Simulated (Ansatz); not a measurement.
# Run report: BSiNH5F3, single-point calculation

System: BSiNH5F3, SMILES F[B-](F)(F)[NH2+][SiH3].
Method: RKS B3LYP-D4/def2-TZVPP (Ansatz 0.2.0).

The geometry comes from this level: PBE0-D4/def2-TZVP. Figures and captions count atoms from 1; the log counts them from 0 in places.

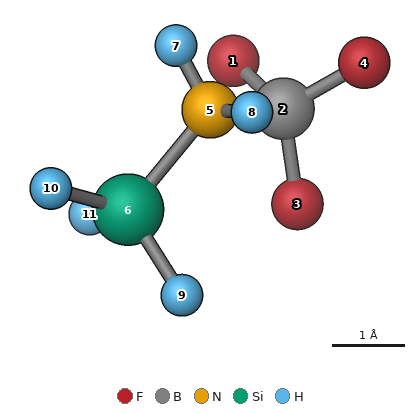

**Figure 1.** The structure (ball-and-stick view, seen at a tilt; atoms are numbered from 1 in the order of the input).

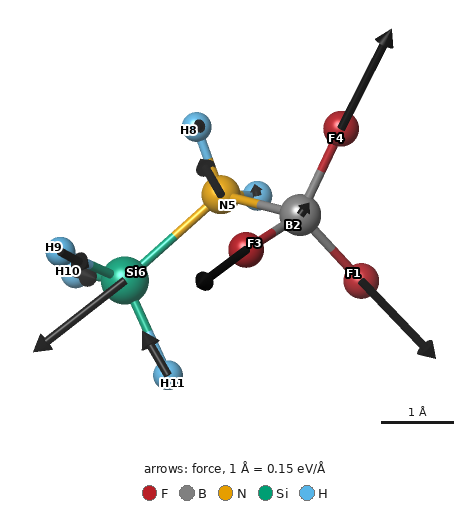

**Figure 2.** Forces on the atoms as black arrows (ball-and-stick view, seen at a tilt; atoms are numbered from 1 in the order of the input). The largest act on Si6 (0.25 eV/Å); F1, F4 (0.24 eV/Å); F3 (0.24 eV/Å); N5 (0.14 eV/Å), among others. The geometry is not a stationary point of this energy.

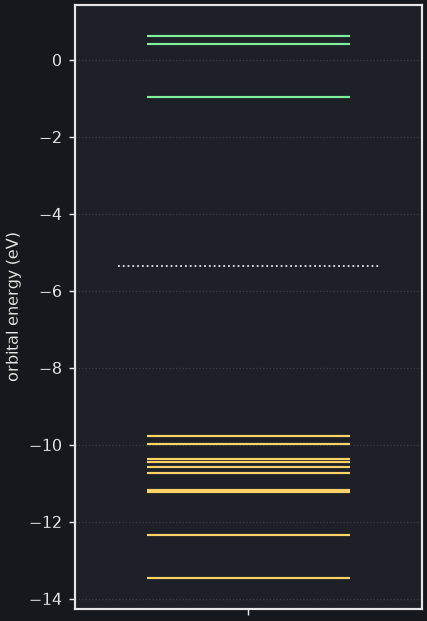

**Figure 3.** Orbital energies near the frontier; the dotted line parts filled from empty levels, and levels within 0.02 eV of each other stand side by side. Highest filled −9.77 eV, lowest empty −0.96 eV, 8.81 eV apart.

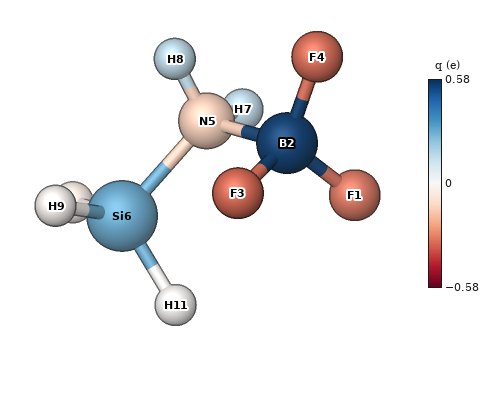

**Figure 4.** Mulliken charges, as the colour of each atom (ball-and-stick view, seen at a tilt; atoms are numbered from 1 in the order of the input). By element: F −0.32, B +0.56, N −0.14, Si +0.31 and H −0.05 to +0.16 e.

The input that produced these results follows, with the program's output.

### Input file
```yaml
crystal:
  periodic: [false, false, false]
  atoms:
    - {symbol: F, position_ang: [-1.587373, -1.500868, 0.055003]}
    - {symbol: B, position_ang: [-0.221757, -1.445079, -0.019553]}
    - {symbol: F, position_ang: [0.392666, -1.381104, 1.212221]}
    - {symbol: F, position_ang: [0.333096, -2.365582, -0.863177]}
    - {symbol: N, position_ang: [0.099678, 0.046373, -0.711436]}
    - {symbol: Si, position_ang: [0.159359, 1.356711, 0.535825]}
    - {symbol: H, position_ang: [-0.619106, 0.208456, -1.412318]}
    - {symbol: H, position_ang: [0.982064, -0.036738, -1.210853]}
    - {symbol: H, position_ang: [1.466582, 1.249273, 1.208755]}
    - {symbol: H, position_ang: [0.059517, 2.642234, -0.199499]}
    - {symbol: H, position_ang: [-0.999326, 1.169222, 1.425433]}
basis:
  gaussian: {orbitals: def2-TZVPP}
hamiltonian: {xc: {name: B3LYP}, dispersion: d4}
output: {forces: true, orbitals: {seedname: orbitals}}
```

Run as:
```bash
ansatz run in.yaml --threads 4 --pin off --events-out ev --progress --plain --max-ram 10444MiB
```

### Output
```
Functional definition: B3LYP
  name "B3LYP"
  cite "Stephens, Devlin, Chabalowski & Frisch, J. Phys. Chem. 98, 11623 (1994) doi:10.1021/j100096a001"
  cite "Becke, Phys. Rev. A 38, 3098 (1988) doi:10.1103/PhysRevA.38.3098"
  cite "Lee, Yang & Parr, Phys. Rev. B 37, 785 (1988) doi:10.1103/PhysRevB.37.785"
  cite "Vosko, Wilk & Nusair, Can. J. Phys. 58, 1200 (1980) doi:10.1139/p80-159"
  parameter a0 = 0.2
  parameter ax = 0.72
  parameter ac = 0.81
  exchange = (1 - a0 - ax)*slater_x + ax*b88_x + a0*exact_x
  correlation = (1 - ac)*vwn_rpa_c + ac*lyp_c
1378 factors; their error is unknown
mean field evaluation 1: about -18279.9400 eV, gradient 7.2e1 eV
mean field evaluation 2: about -18272.2665 eV, gradient 9.8e1 eV
mean field evaluation 4: about -18287.8249 eV, gradient 1.2e0 eV
mean field evaluation 8: about -18287.8635 eV, gradient 3.6e-2 eV
mean field -18287.86354639 eV, -672.0665893706 hartree, gradient 4.8e-5 eV, S^2 0.000000; 0 other end points of the search recorded, 0 dependent functions left out
the calculation of the forces begins
reference -18287.86382727 eV, -672.0665996928 hartree; 29, 29 occupied and 238, 238 virtual orbitals, 1378 factors
Total energy: -18288.21845348 eV, -672.0796319656 hartree
Atom 0 at    -1.587373    -1.500868     0.055003 Å, force    -0.242040    -0.019193     0.017445 eV/Å
Atom 1 at    -0.221757    -1.445079    -0.019553 Å, force     0.006441    -0.022855    -0.022700 eV/Å
Atom 2 at     0.392666    -1.381104     1.212221 Å, force     0.100845    -0.020616     0.211396 eV/Å
Atom 3 at     0.333096    -2.365582    -0.863177 Å, force     0.096761    -0.171365    -0.142921 eV/Å
Atom 4 at     0.099678     0.046373    -0.711436 Å, force     0.027227     0.077799    -0.112354 eV/Å
Atom 5 at     0.159359     1.356711     0.535825 Å, force     0.007802     0.202631     0.142124 eV/Å
Atom 6 at    -0.619106     0.208456    -1.412318 Å, force     0.020468    -0.003595    -0.015300 eV/Å
Atom 7 at     0.982064    -0.036738    -1.210853 Å, force    -0.016567     0.000197    -0.022344 eV/Å
Atom 8 at     1.466582     1.249273     1.208755 Å, force    -0.095004     0.013819    -0.046254 eV/Å
Atom 9 at     0.059517     2.642234    -0.199499 Å, force     0.006540    -0.081625     0.053734 eV/Å
Atom 10 at    -0.999326     1.169222     1.425433 Å, force     0.087525     0.024805    -0.062826 eV/Å
Dipole moment:     0.234164     1.097056    -0.413253 e Å
```

### Summary

```csv
quantity,value
outcome,converged
total energy,−18288.2185 eV
mean-field energy,−18287.8638 eV
dispersion energy,−0.3546 eV
SCF solution under orbital rotations,stable
HOMO,−9.77 eV
LUMO,−0.96 eV
largest force (length of the vector),0.248 eV/Å
dipole moment,5.74 D
hardware,"4 threads of Arm Neoverse V1, 23 GiB of memory available, shared host"
wall time,6.5 s (CPU time 20 s)
peak memory,0.78 GiB
```
